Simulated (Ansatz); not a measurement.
# Lattice dynamics of NaSrH3 (model cell, started as cubic perovskite with Sr in the octahedra)

Aim: the vibrations of NaSrH3 (model cell, started as cubic perovskite with Sr in the octahedra), their spectra, and whether the structure is stable.

Calculated with Ansatz 0.2.0; DFT PBEsol, scalar-relativistic, plane waves, PAW; PAW set soft_1.

The structure was built from a prototype and need not be the compound's stable phase.

## (1) Starting point

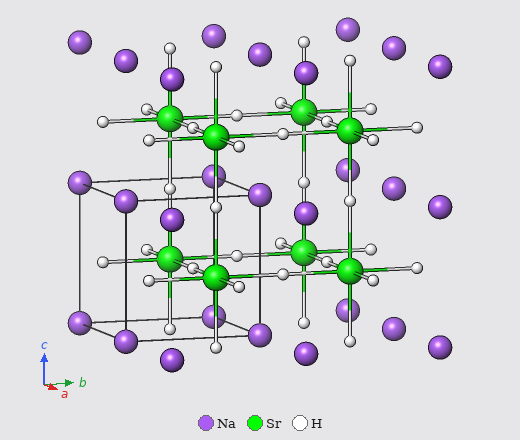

The starting structure, seen slightly off an axis (sodium purple, strontium green, hydrogen white). 2×2×2 cells are drawn. Some periodic images of atoms are drawn too.

## (2) Relaxation

The cell and atoms are relaxed, since residual forces and stress would shift the frequencies.

Input file input.yaml:

```yaml
crystal:
  lattice:
    - [4.9588, 0.0, 0.0]
    - [0.0, 4.9588, 0.0]
    - [0.0, 0.0, 4.9588]
  atoms:
    - { symbol: Na, position: [0.0, 0.0, 0.0] }
    - { symbol: Sr, position: [0.5, 0.5, 0.5] }
    - { symbol: H, position: [0.5, 0.5, 0.0] }
    - { symbol: H, position: [0.5, 0.0, 0.5] }
    - { symbol: H, position: [0.0, 0.5, 0.5] }
kpoints:
  mp_grid: { grid: [6, 6, 6] }
hamiltonian:
  xc: pbesol
  pseudopotentials: { kind: paw, azcp: { folder: soft_1 }, xc_functional: pbe }
scf:
  occupations: { method: gaussian, width: 0.02 }
output:
  forces: true
  stress: true
  eigenvalues: true
relax:
  adjacent_minimum: "off"
  f_tol: 0.005
  max_steps: 80
  cell: { stress_tol: 0.05 }
```

Run with:

```console
$ ansatz run input.yaml --threads 4 --pin off --max-ram 16384MiB --backend cpu --events-out ev --progress --plain --runs-dir out
```

Numbers of over 12 decimals in the logs are rounded to 6 here.

Log:

```text
Engine: ansatz 0.2.0, aarch64-unknown-linux-gnu
Pseudopotentials: kind: paw
Pseudopotential: Na, paw, valence charge 9, recommended cutoff 420 eV (normal), soft_1/Na.paw.azcp
Pseudopotential: Sr, paw, valence charge 10, recommended cutoff 420 eV (normal), soft_1/Sr.paw.azcp
Pseudopotential: H, paw, valence charge 1, recommended cutoff 420 eV (normal), soft_1/H.paw.azcp
Functional definition: PBEsol
  exchange = pbesol_x
  correlation = pbesol_c
Crystal: 5 atoms, lattice volume = 121.935 Å³
Basis set: ecut = 420 eV, 2373 PW (Γ), exchange–correlation on 72×72×72 points (8 copies of the dense FFT grid, shifted against one another)
Bands: 16, of which v1, the nominal top of the filled ones, is band 11 counted from 1 (10 counted from 0)
Symmetry: 48 space group operations
Space group: Pm-3m (ITA 221), of the structure as read, at distance tolerance 5.0e-5 Å
k-points: 20 of 216
Non-local potential: Na, projectors of the file, l = 0: 3, l = 1: 2, l = 2: 1
Non-local potential: Sr, projectors of the file, l = 0: 3, l = 1: 2, l = 2: 2
Non-local potential: H, projectors of the file, l = 0: 2, l = 1: 1
PAW form: soft (Blöchl's): semilocal exchange-correlation on the pseudo side does not see the compensation charge
PAW frozen core: Na, regenerated for the run's functional, and the local potential with it (the file was generated under x = pbe(κ = 0.804, μ = 0.219515), c = pbe(β = 0.066725))
PAW frozen core: Sr, regenerated for the run's functional, and the local potential with it (the file was generated under x = pbe(κ = 0.804, μ = 0.219515), c = pbe(β = 0.066725))
PAW one-centre angular grid: Na, 110 points (default); XC on 64 Gauss nodes
PAW one-centre angular grid: Sr, 110 points (default); XC on 64 Gauss nodes
PAW one-centre angular grid: H, 110 points (default); XC on 64 Gauss nodes
Initial density: superposition of atomic densities (chi_scale 0.1, normalization cell, long waves kept (reshape's long-wave potential 0.00 eV rms))
Initial wavefunctions: pseudopotential atomic-orbital guess
Functional: x = pbesol(κ = 0.804, μ = 0.123457), c = pbesol(β = 0.046)
SCF iter   1: F=—  HF=-5016.900999 eV  |F-HF|=—  |Δ(HF+E_count)|=         —  Δρ=4.42e-2  dr2=3.76e0  ethr=3.10e-3  ⟨swp⟩=9.4  Hψ=2246  notcnv=0
preconditioner: auto → Resta (q_TF=auto, 2.051 Å⁻¹)  ε∞=2.6  [insulator: Δε(μ)=3.440 eV  Ē_g=6.417 eV  σ=0.020 eV  W_gap=1.00  n_scr=18 (ndim 8)  ℏωp=8.2 eV  f_vac=0.000  D(μ)=0.00/eV (n_scr^D=0)  ε∞_Penn≈2.6]
SCF iter   2: F=—  HF=-5015.807297 eV  |F-HF|=—  |Δ(HF+E_count)|=    1.09e0  Δρ=1.69e-2  dr2=8.56e-1  ethr=3.10e-3  ⟨swp⟩=2.5  Hψ=642  notcnv=0  defer=17
SCF iter   3: F=—  HF=-5015.535237 eV  |F-HF|=—  |Δ(HF+E_count)|=   2.72e-1  Δρ=4.32e-3  dr2=3.70e-2  ethr=3.10e-3  ⟨swp⟩=2.8  Hψ=497  notcnv=0  defer=17
SCF iter   4: F=—  HF=-5015.530900 eV  |F-HF|=—  |Δ(HF+E_count)|=   4.34e-3  Δρ=1.94e-3  dr2=3.01e-3  ethr=1.68e-4  ⟨swp⟩=3.3  Hψ=666  notcnv=0  defer=20
SCF iter   5: F=—  HF=-5015.529668 eV  |F-HF|=—  |Δ(HF+E_count)|=   1.23e-3  Δρ=3.20e-4  dr2=1.73e-4  ethr=1.37e-5  ⟨swp⟩=2.1  Hψ=591  notcnv=0  defer=20
SCF iter   6: F=—  HF=-5015.529729 eV  |F-HF|=—  |Δ(HF+E_count)|=   6.03e-5  Δρ=8.03e-5  dr2=1.25e-5  ethr=7.86e-7  ⟨swp⟩=2.0  Hψ=364  notcnv=0  defer=20
SCF iter   7: F=—  HF=-5015.529703 eV  |F-HF|=—  |Δ(HF+E_count)|=   2.57e-5  Δρ=8.20e-6  dr2=9.59e-8  ethr=4.55e-10  ⟨swp⟩=11.3  Hψ=2195  notcnv=0
SCF iter   8: F=-5015.529703 eV  HF=-5015.529703 eV  |F-HF|=4.47e-9  |Δ(HF+E_count)|=   1.40e-7  Δρ=1.42e-6  dr2=4.77e-9  ethr=4.36e-10  ⟨swp⟩=3.5  Hψ=1272  notcnv=0
SCF 1 converged in 8 iterations: F = -5015.529703 eV  dr2 = 4.77e-9
  greatest PAW one-centre occupation: 0.999 electrons in one spin orbital (limit 2), on the Na atom at site 0 (counted from 0), in its partial waves of l = 0
relax step   1: F+E_penalty+E_count = -5015.52970309 eV  Δ(F+E_penalty+E_count) = +0.000e0 eV  max|allowed force component| = 1.965e-29 eV/Å  Δτ_max = 0.0000 Å  P = -3.030 GPa  Ω = 121.935 Å³  (8 SCF iters, dr2 threshold 1.00e-7 eV, accepted)
Crystal: 5 atoms, lattice volume = 107.317 Å³
Basis set: ecut = 420 eV, 2103 PW (Γ), exchange–correlation on 72×72×72 points (8 copies of the dense FFT grid, shifted against one another)
Initial density: handed on by an earlier stage of this run
Initial wavefunctions: those handed on with the density
iter 1 solved again at ethr=2.63e-4 eV; its pass at ethr=3.10e-3 eV (dr2=5.79e-2 eV) is discarded
SCF iter   1: F=—  HF=-5015.758477 eV  |F-HF|=—  |Δ(HF+E_count)|=         —  Δρ=5.91e-3  dr2=5.79e-2  ethr=2.63e-4  ⟨swp⟩=1.1  Hψ=2216  notcnv=0
preconditioner: auto → Resta (q_TF=auto, 2.095 Å⁻¹)  ε∞=3.2  [insulator: Δε(μ)=2.061 eV  Ē_g=5.976 eV  σ=0.020 eV  W_gap=1.00  n_scr=18 (ndim 8)  ℏωp=8.8 eV  f_vac=0.000  D(μ)=0.00/eV (n_scr^D=0)  ε∞_Penn≈3.2]
SCF iter   2: F=—  HF=-5015.744733 eV  |F-HF|=—  |Δ(HF+E_count)|=   1.37e-2  Δρ=2.45e-3  dr2=1.48e-2  ethr=2.63e-4  ⟨swp⟩=2.0  Hψ=408  notcnv=0
SCF iter   3: F=—  HF=-5015.740879 eV  |F-HF|=—  |Δ(HF+E_count)|=   3.85e-3  Δρ=5.21e-4  dr2=5.91e-4  ethr=6.72e-5  ⟨swp⟩=2.8  Hψ=520  notcnv=0
SCF iter   4: F=—  HF=-5015.740819 eV  |F-HF|=—  |Δ(HF+E_count)|=   6.03e-5  Δρ=2.56e-4  dr2=4.36e-5  ethr=2.69e-6  ⟨swp⟩=2.0  Hψ=587  notcnv=0
SCF iter   5: F=—  HF=-5015.740800 eV  |F-HF|=—  |Δ(HF+E_count)|=   1.92e-5  Δρ=4.65e-5  dr2=2.91e-6  ethr=1.98e-7  ⟨swp⟩=2.0  Hψ=420  notcnv=0
SCF iter   6: F=-5015.740802 eV  HF=-5015.740802 eV  |F-HF|=6.38e-8  |Δ(HF+E_count)|=   1.78e-6  Δρ=1.16e-5  dr2=1.68e-7  ethr=2.27e-9  ⟨swp⟩=8.3  Hψ=1744  notcnv=0
SCF 2 converged in 6 iterations: F = -5015.740802 eV  dr2 = 1.68e-7
relax step   2: F+E_penalty+E_count = -5015.74080182 eV  Δ(F+E_penalty+E_count) = -2.111e-1 eV  max|allowed force component| = 2.017e-29 eV/Å  Δτ_max = 0.0000 Å  P = -1.343 GPa  Ω = 107.317 Å³  energy of the carried Pulay correction = +3.098e-3 eV  (6 SCF iters, dr2 threshold 5.00e-7 eV, accepted)
Crystal: 5 atoms, lattice volume = 97.987 Å³
Basis set: ecut = 420 eV, 1935 PW (Γ), exchange–correlation on 72×72×72 points (8 copies of the dense FFT grid, shifted against one another)
iter 1 solved again at ethr=1.49e-4 eV; its pass at ethr=3.10e-3 eV (dr2=3.28e-2 eV) is discarded
SCF iter   1: F=—  HF=-5015.781707 eV  |F-HF|=—  |Δ(HF+E_count)|=         —  Δρ=4.76e-3  dr2=3.29e-2  ethr=1.49e-4  ⟨swp⟩=1.4  Hψ=2212  notcnv=0
preconditioner: auto → Resta (q_TF=auto, 2.127 Å⁻¹)  ε∞=3.2  [insulator: Δε(μ)=1.894 eV  Ē_g=6.193 eV  σ=0.020 eV  W_gap=1.00  n_scr=18 (ndim 8)  ℏωp=9.2 eV  f_vac=0.000  D(μ)=0.00/eV (n_scr^D=0)  ε∞_Penn≈3.2]
SCF iter   2: F=—  HF=-5015.773679 eV  |F-HF|=—  |Δ(HF+E_count)|=   8.03e-3  Δρ=1.98e-3  dr2=8.29e-3  ethr=1.49e-4  ⟨swp⟩=2.0  Hψ=410  notcnv=0
SCF iter   3: F=—  HF=-5015.771383 eV  |F-HF|=—  |Δ(HF+E_count)|=   2.30e-3  Δρ=4.01e-4  dr2=3.01e-4  ethr=3.77e-5  ⟨swp⟩=2.8  Hψ=521  notcnv=0
SCF iter   4: F=—  HF=-5015.771345 eV  |F-HF|=—  |Δ(HF+E_count)|=   3.89e-5  Δρ=1.93e-4  dr2=2.31e-5  ethr=1.37e-6  ⟨swp⟩=2.0  Hψ=582  notcnv=0
SCF iter   5: F=—  HF=-5015.771335 eV  |F-HF|=—  |Δ(HF+E_count)|=   9.88e-6  Δρ=3.42e-5  dr2=1.35e-6  ethr=1.05e-7  ⟨swp⟩=2.0  Hψ=420  notcnv=0
SCF iter   6: F=-5015.771335 eV  HF=-5015.771335 eV  |F-HF|=3.22e-8  |Δ(HF+E_count)|=   7.91e-7  Δρ=8.15e-6  dr2=7.59e-8  ethr=2.27e-9  ⟨swp⟩=8.2  Hψ=1698  notcnv=0
SCF 3 converged in 6 iterations: F = -5015.771335 eV  dr2 = 7.59e-8
relax step   3: F+E_penalty+E_count = -5015.77133548 eV  Δ(F+E_penalty+E_count) = -3.053e-2 eV  max|allowed force component| = 3.685e-30 eV/Å  Δτ_max = 0.0000 Å  P = +0.502 GPa  Ω = 97.987 Å³  energy of the carried Pulay correction = +5.291e-3 eV  (6 SCF iters, dr2 threshold 5.00e-7 eV, accepted)
[...]
relax step   4: F+E_penalty+E_count = -5015.77412889 eV  Δ(F+E_penalty+E_count) = -2.793e-3 eV  max|allowed force component| = 7.100e-31 eV/Å  Δτ_max = 0.0000 Å  P = -0.014 GPa  Ω = 100.216 Å³  energy of the carried Pulay correction = +4.751e-3 eV  (5 SCF iters, dr2 threshold 5.00e-7 eV, accepted)
Basis set: ecut = 420 eV, 1935 PW (Γ), exchange–correlation on 64×64×64 points (8 copies of the dense FFT grid, shifted against one another)
Initial wavefunctions: pseudopotential atomic-orbital guess (no wavefunctions were taken with the density)
iter 1 solved again at ethr=2.41e-7 eV; its pass at ethr=3.10e-3 eV (dr2=5.31e-5 eV) is discarded
SCF iter   1: F=—  HF=-5015.771270 eV  |F-HF|=—  |Δ(HF+E_count)|=         —  Δρ=2.16e-4  dr2=4.47e-6  ethr=2.41e-7  ⟨swp⟩=4.2  Hψ=3249  notcnv=0
preconditioner: auto → Resta (q_TF=auto, 2.119 Å⁻¹)  ε∞=3.2  [insulator: Δε(μ)=1.812 eV  Ē_g=6.070 eV  σ=0.020 eV  W_gap=1.00  n_scr=18 (ndim 8)  ℏωp=9.1 eV  f_vac=0.000  D(μ)=0.00/eV (n_scr^D=0)  ε∞_Penn≈3.2]
SCF iter   2: F=—  HF=-5015.771232 eV  |F-HF|=—  |Δ(HF+E_count)|=   3.73e-5  Δρ=1.10e-4  dr2=1.11e-6  ethr=2.03e-8  ⟨swp⟩=2.0  Hψ=404  notcnv=0
SCF iter   3: F=—  HF=-5015.771253 eV  |F-HF|=—  |Δ(HF+E_count)|=   2.03e-5  Δρ=8.89e-6  dr2=2.10e-8  ethr=5.03e-9  ⟨swp⟩=2.0  Hψ=380  notcnv=0
SCF iter   4: F=—  HF=-5015.771253 eV  |F-HF|=—  |Δ(HF+E_count)|=   2.66e-8  Δρ=1.45e-6  dr2=1.97e-9  ethr=9.55e-11  ⟨swp⟩=2.0  Hψ=538  notcnv=0
SCF iter   5: F=—  HF=-5015.771253 eV  |F-HF|=—  |Δ(HF+E_count)|=   2.07e-9  Δρ=3.16e-7  dr2=1.25e-10  ethr=8.96e-12  ⟨swp⟩=2.0  Hψ=380  notcnv=0
SCF iter   6: F=-5015.771253 eV  HF=-5015.771253 eV  |F-HF|=9.09e-13  |Δ(HF+E_count)|=  2.55e-11  Δρ=1.08e-7  dr2=9.23e-12  ethr=1.00e-12  ⟨swp⟩=5.4  Hψ=1212  notcnv=0
SCF 5 converged in 6 iterations: F = -5015.771253 eV  dr2 = 9.23e-12
relax step   5: F+E_penalty+E_count = -5015.77125278 eV  Δ(F+E_penalty+E_count) = +2.876e-3 eV  max|allowed force component| = 1.307e-30 eV/Å  Δτ_max = 0.0000 Å  P = -0.042 GPa  Ω = 100.216 Å³  stress off target by 4.15e-2 GPa  SCF on the basis re-selected at this cell (its energy is not comparable with the rows above)  (6 SCF iters)
basis re-selected at this cell: Δ(F+E_penalty+E_count) = +2.876e-3 eV, ΔP = -0.028 GPa vs the last step (what re-selecting the basis moved, of the pressure what is left beyond the Pulay correction that the steps carried, after the strain that the cell walked since its last selection, with what the two solves' SCF thresholds leave and, on support functions, any second-order correction that the steps lacked; it is no measure of the basis error at this ecutwfc). The dense FFT grid was sized anew with the basis: this SCF ran on 32×32×32 points, the steps before it on 36×36×36, so part of this shift can come from that change (see relax.cell in the input reference). [rest of the remark cut]
SCF converged after 6 iterations
Free energy (F): -5015.771253 eV
Harris-Foulkes:  -5015.771253 eV  (|F-HF|=9.09e-13)
Internal energy: -5015.771253 eV  (E = F + TS)
E sigma→0 (E₀):  -5015.771253 eV
Fermi energy:    2.029472 eV
--- Per-component energies (eV) ---
  E_band       = -383.100599
  E_kinetic    = 384.771760
  E_local      = -2413.333133  (includes V_loc(G=0)·N_el)
  E_nonlocal   = 514.790847
  E_hartree    = 754.376817
  E_xc         = -235.406623
  E_vxc        = -235.263592  (∫ρ·V_xc dr)
  E_paw        = -2925.094462  (= ΣΔE_a)
  E_vpaw       = -142.817249  (= ΣTr[D̂ρ^β])
  E_aug_tail   = -0.002797  (compensation charges beyond the density's cutoff)
  E_ewald      = -1096.062704
  E_core_change = 0.189042  (= ΣΔE_core)
  E_smearing   = -0.000000  (= −TS)
  E_closure    = -0.000000  (closes the sum)
  Σ components = -5015.771253   (vs F -5015.771253, Δ=0.00e0)
--- Forces (eV/Å), atoms counted from 1 ---
  atom   1  Na    -0.00000000     0.00000000     0.00000000
  atom   2  Sr     0.00000000    -0.00000000    -0.00000000
  atom   3  H      0.00000000     0.00000000    -0.00000000
  atom   4  H     -0.00000000    -0.00000000     0.00000000
  atom   5  H      0.00000000     0.00000000    -0.00000000
  max |Σ_I F_I| component: 1.36e-30 eV/Å
--- Stress (GPa, compression-positive) ---
       -0.041533       0.000000       0.000000
        0.000000      -0.041533       0.000000
        0.000000       0.000000      -0.041533
  P = ⅓ Tr σ = -0.0415 GPa (-0.415 kbar)
--- Band table (eV; the first three rows and the last of 20) ---
  k-point 0: bands = [... 7 lower, -13.7731, -2.0068, 0.2158, 0.2158, 6.6525, 7.1430, 7.1430, 7.1430, ... 1 higher]
  k-point 1: bands = [... 7 lower, -13.7719, -1.8171, 0.2510, 0.2826, 5.7141, 6.7483, 6.7483, 7.9335, ... 1 higher]
  k-point 2: bands = [... 7 lower, -13.7695, -1.3706, 0.3241, 0.3279, 5.1549, 6.2888, 6.2888, 8.0674, ... 1 higher]
  k-point 19: bands = [... 7 lower, -13.8693, 1.1233, 1.1233, 1.1233, 3.8859, 3.8859, 3.8859, 5.9197, ... 1 higher]
--- Relaxed structure (4 steps of the walk, 4 accepted, 1 SCFs on fresh bases) ---
  F+E_penalty+E_count = -5015.77125278 eV   max|allowed force component| = 1.307e-30 eV/Å   (the final SCF, on the basis selected at the relaxed cell)
  cell:  # Å, volume = 100.2157 Å³
    - [4.644924, 0, 0]
    - [0, 4.644924, 0]
    - [0, 0, 4.644924]
  atoms:
    - { symbol: Na, position: [0, 0, 0] }
    - { symbol: Sr, position: [0.5, 0.5, 0.5] }
    - { symbol: H, position: [0.5, 0.5, 0] }
    - { symbol: H, position: [0.5, 0, 0.5] }
    - { symbol: H, position: [0, 0.5, 0.5] }
```

Run time: 3.2 s. Hardware: 4 threads of Arm Neoverse V2, shared host; peak memory 0.38 GiB.

Step by step:

| step | energy less that of the first step (eV) | largest force component (eV/Å) | pressure (GPa) | volume (Å³) |
| --- | --- | --- | --- | --- |
| 1 | 0.0000 | 0.0000 | -3.03 | 121.94 |
| 2 | -0.2111 | 0.0000 | -1.34 | 107.32 |
| 3 | -0.2416 | 0.0000 | 0.50 | 97.99 |
| 4 | -0.2444 | 0.0000 | -0.01 | 100.22 |
| 5* | -0.2415 | 0.0000 | -0.04 | 100.22 |

Relaxation steps marked * repeat the geometry before them on a plane-wave basis chosen anew for their cell, so energy and pressure can jump there.

The run keeps the 48 symmetry operations that it works with, so distortions that break them were not tested.

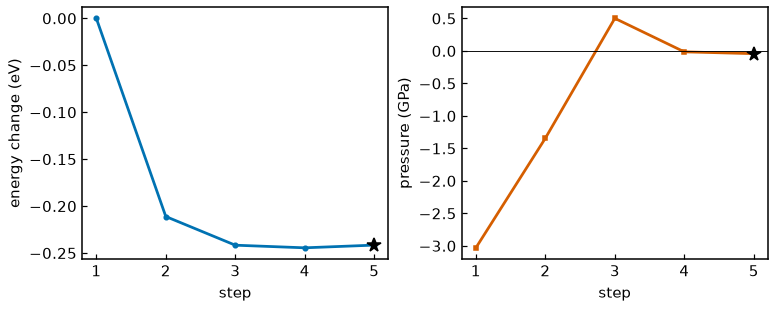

Energy and pressure along the relaxation. Stars mark steps on a basis chosen anew.

```csv
"conventional cell, symmetrised",before,after,change
a (Å),4.959,4.645,-6.3 %
b (Å),4.959,4.645,-6.3 %
c (Å),4.959,4.645,-6.3 %
volume (Å³/atom),24.39,20.04,-17.8 %
```

The relaxed structure:

```xyz
5
Lattice="4.6449 0.0000 0.0000 0.0000 4.6449 0.0000 0.0000 0.0000 4.6449" Properties=species:S:1:pos:R:3 pbc="T T T"
Na    0.0000    0.0000    0.0000
Sr    2.3225    2.3225    2.3225
H     2.3225    2.3225    0.0000
H     2.3225    0.0000    2.3225
H     0.0000    2.3225    2.3225
```

Numbers from this step:

```
pressure           : -0.04153 GPa
gap on the k-mesh  : 1.812 eV
volume per atom    : 20.04 Å³
direct gap on mesh : 2.150 eV
```

In this step the volume went from 24.39 to 20.04 Å³/atom.

## (3) Relaxation

The relaxation is repeated from its end on the same settings, as a check that it has come to rest.

Edit input.yaml of step 2 so:

```diff
@@ -2,5 +2,5 @@
   lattice:
-    - [4.9588, 0.0, 0.0]
-    - [0.0, 4.9588, 0.0]
-    - [0.0, 0.0, 4.9588]
+    - [4.6449235169, 0.0, 0.0]
+    - [0.0, 4.6449235169, 0.0]
+    - [0.0, 0.0, 4.6449235169]
   atoms:
```

Log:

```text
[...]
Crystal: 5 atoms, lattice volume = 100.216 Å³
Basis set: ecut = 420 eV, 1935 PW (Γ), exchange–correlation on 64×64×64 points (8 copies of the dense FFT grid, shifted against one another)
Bands: 16, of which v1, the nominal top of the filled ones, is band 11 counted from 1 (10 counted from 0)
Symmetry: 48 space group operations
[...]
k-points: 20 of 216
[...]
--- Relaxed structure (1 steps of the walk, 1 accepted, 1 SCFs on fresh bases) ---
[...]
cell:  # Å, volume = 100.2157 Å³
    - [4.6449235169, 0.0, 0.0]
    - [0.0, 4.6449235169, 0.0]
    - [0.0, 0.0, 4.6449235169]
  atoms:
    - { symbol: Na, position: [0.0, 0.0, 0.0] }
    - { symbol: Sr, position: [0.5, 0.5, 0.5] }
    - { symbol: H, position: [0.5, 0.5, 0.0] }
    - { symbol: H, position: [0.5, 0.0, 0.5] }
    - { symbol: H, position: [0.0, 0.5, 0.5] }
[key lines of the parts left out:]
SCF converged after 4 iterations
Free energy (F): -5015.771253 eV
Fermi energy:    2.029471 eV
P = ⅓ Tr σ = -0.0415 GPa (-0.415 kbar)
```

The job ended after 1.2 s (4 threads; peak memory 0.35 GiB).

Little changed from the start: no atom moved by 0.005 Å and no cell edge by 0.1 %.

In this step the volume went from 20.04 to 20.04 Å³/atom.

## (4) Relaxing to small forces for the phonons

Phonons need a cell at rest on their own settings, so the relaxation is repeated with tight tolerances on forces and stress, using the mesh and the filling of the phonon run that follows.

input.yaml, the sections that differ from step 3:

```yaml
kpoints:
  mp_grid: { grid: [8, 8, 8] }
scf:
  occupations: { method: fixed }
relax:
  adjacent_minimum: "off"
  f_tol: 0.001
  max_steps: 60
  cell: { stress_tol: 0.01 }
# crystal, hamiltonian, output: as in step 3
```

Log:

```text
[...]
Crystal: 5 atoms, lattice volume = 100.216 Å³
Basis set: ecut = 420 eV, 1935 PW (Γ), exchange–correlation on 64×64×64 points (8 copies of the dense FFT grid, shifted against one another)
Bands: 16, of which v1, the nominal top of the filled ones, is band 11 counted from 1 (10 counted from 0)
Symmetry: 48 space group operations
[...]
k-points: 35 of 512
[...]
--- Relaxed structure (2 steps of the walk, 2 accepted, 1 SCFs on fresh bases) ---
[...]
cell:  # Å, volume = 100.0549 Å³
    - [4.642438, 0.0, 0]
    - [0.0, 4.642438, 0]
    - [0, 0, 4.642438]
  atoms:
    - { symbol: Na, position: [0, 0, 0] }
    - { symbol: Sr, position: [0.500000, 0.500000, 0.500000] }
    - { symbol: H, position: [0.500000, 0.500000, 0] }
    - { symbol: H, position: [0.500000, 0, 0.500000] }
    - { symbol: H, position: [0, 0.500000, 0.500000] }
[key lines of the parts left out:]
SCF converged after 6 iterations
Free energy (F): -5015.771297 eV
Fermi energy:    1.133154 eV
P = ⅓ Tr σ = -0.0062 GPa (-0.062 kbar)
```

It took 2.4 s on 4 threads; peak memory 0.39 GiB.

Little changed from the start: no atom moved by 0.005 Å and no cell edge by 0.1 %.

This step gave:

```
pressure           : -0.006248 GPa
gap on the k-mesh  : 1.810 eV
volume per atom    : 20.01 Å³
direct gap on mesh : 2.148 eV
```

The forces vanish by symmetry and the pressure is -0.006 GPa, within the tolerances set. The cell now holds 20.01 Å³/atom.

(Part 1 of 3 ends here.)

[Logs are printed without paths, hosts, clocks, repeated set-up lines and the standing remarks that a program may print on its own settings, such as how far it seeks lower states.]

[Hosts, paths, dates, database ids (printed as entryN), source tags and the programs' standing remarks are cut or masked in the printed files.]
